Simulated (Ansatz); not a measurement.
**Cl2F2Hf···H2S: density, localisation and related maps**

The calculation's input:

```
crystal:
  periodic: [false, false, false]
  atoms:
    - { symbol: Hf, position_ang: [0.0, 0.0, 0.0] }
    - { symbol: Cl, position_ang: [0.0, 0.0, 2.87] }
    - { symbol: F, position_ang: [1.8671, 0.0, -0.6593] }
    - { symbol: F, position_ang: [-0.9326, 1.6157, -0.6593] }
    - { symbol: Cl, position_ang: [-1.1869, -2.0563, -0.8392] }
    - { symbol: S, position_ang: [1.0605, -2.488, 0.8987] }
    - { symbol: H, position_ang: [0.1806, -3.5219, 0.5568] }
    - { symbol: H, position_ang: [0.6263, -1.4693, 2.2626] }
basis:
  gaussian: { orbitals: def2-SVP }
hamiltonian:
  xc: b3lyp
relax:
  f_tol: 0.15
  max_steps: 25
  restrain:
    - { distance: [0, 5], at: 3.75, k: 30.0 }
    - { distance: [7, 1], at: 2.57, k: 30.0 }
    - { distance: [0, 1], at: 2.52, k: 30.0 }
    - { distance: [7, 5], at: 1.4, k: 30.0 }
output:
  orbitals: {}
```

Command:

```sh
ansatz run input.yaml --threads 4 --pin off --max-ram 5120MiB --backend cpu --events-out ev --progress --plain --runs-dir out
```

The fields are those of the run's last geometry, not of the input's.

Core potentials replace the inner electrons of Hf; not at a stationary point (largest force 1.3 eV/Å).

Theory: RKS B3LYP/def2-SVP in Ansatz.

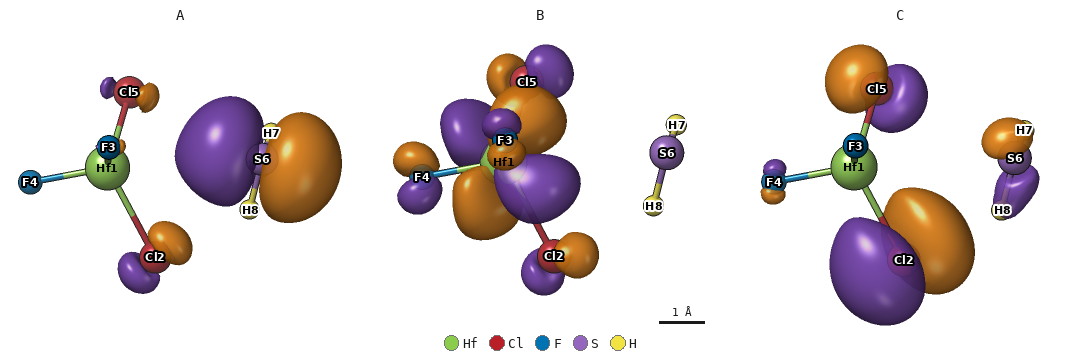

Figure 1. Three frontier orbitals at ±0.1 Å⁻³ᐟ² (orange and purple are the two phases), in no order.

Question: Order the three orbitals by energy and name them.

Answer: C is the HOMO−1 (−9.17 eV). It lies mainly on Cl2 (about 75 %) and Cl5 (about 15 %); largely a lone pair of Cl2. A is the HOMO (−7.77 eV). By Hirshfeld shares it lies mainly on S6 (about 85 %); largely a lone pair of S6. B is the LUMO (−1.98 eV). By Hirshfeld shares it lies mainly on Hf1 (about 75 %), F4 (about 10 %), Cl5 (about 10 %) and Cl2 (about 5 %).

Question: What is the HOMO–LUMO gap?

Answer: 5.79 eV between the orbital energies.

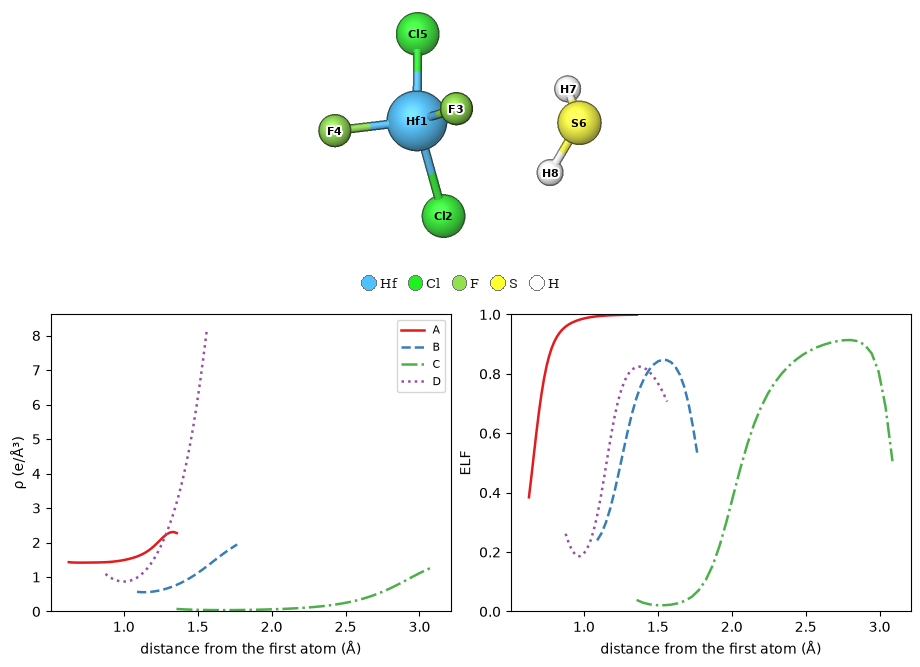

Figure 2. Electron density and ELF along straight lines between neighbouring atoms. The curves leave out the atomic cores. The structure is drawn too.

Question: Which curve belongs to which contact (Hf–Cl, Hf–F, Hf–S and S–H)? The first atom named is at distance zero.

Answer: Curve A: S–H (1.36 Å): the density is about 1.4 e/Å³ at the midpoint; the ELF climbs to about 1 towards the hydrogen, as it does in any bond to H. Curve B: Hf–Cl (2.36 Å): ρ at the midpoint is about 0.57 e/Å³; the ELF peaks at about 0.85 in the valence shell of Cl, 0.8 Å from its nucleus, and is about 0.35 at the midpoint. Curve C: Hf1···S6 (3.74 Å): the density falls to about 0.04 e/Å³ on the way; the ELF dips to about 0 between them. Curve D: Hf–F (1.89 Å): ρ is about 0.91 e/Å³ halfway; the ELF peaks at about 0.80 in the valence shell of F, 0.5 Å from its nucleus, and drops to about 0.20 between the two atoms.

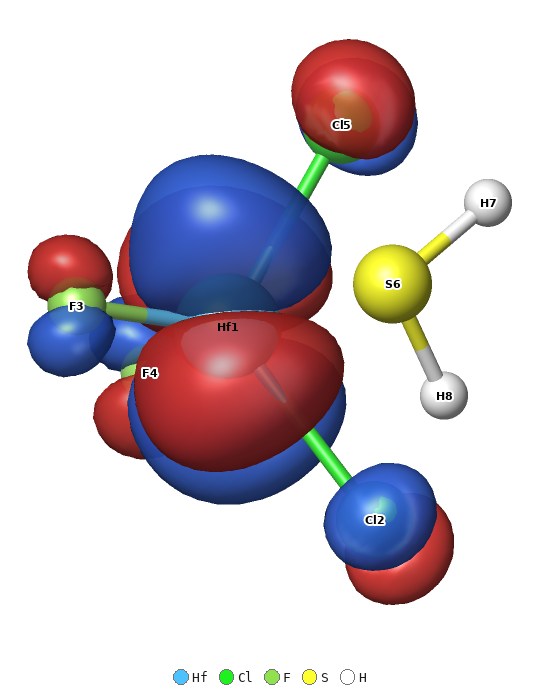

Figure 3. One frontier orbital at ±0.1 Å⁻³ᐟ² (blue and red are the two phases), seen at an oblique angle.

Question: Which orbital is it: HOMO or LUMO?

Answer: The LUMO, at −1.98 eV. Its weight (Hirshfeld) is mainly on Hf1 (about 75 %), F4 (about 10 %), Cl5 (about 10 %) and Cl2 (about 5 %).
